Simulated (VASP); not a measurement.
Band structure of CsSnI3 (cubic perovskite). All values below come from PBE GGA with D4 dispersion, VASP's PBE PAW potentials (set 64) (plane waves; VASP).

Unless said otherwise, spin-orbit coupling is left out, though it shifts the bands of the heavy elements here.

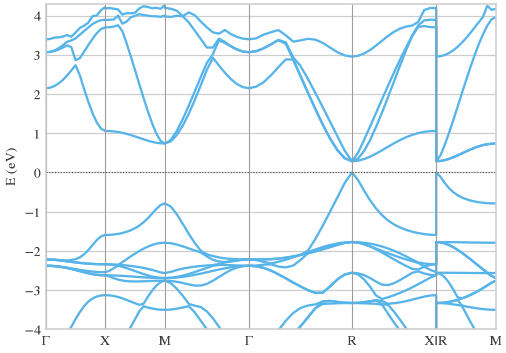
Figure: Bands along high-symmetry lines, zero at the valence-band maximum or, without a gap, the Fermi level

Q: Read the plot: is there a gap, and where are the band edges?

A: The gap is direct, 0.29 eV, from the valence maximum at R to the conduction minimum at R. (Edges off the drawn lines would not show.)

The compound is CsSnI3 in the cubic perovskite structure, the ideal cubic form; the compound distorts at low or room temperature. It was relaxed first.
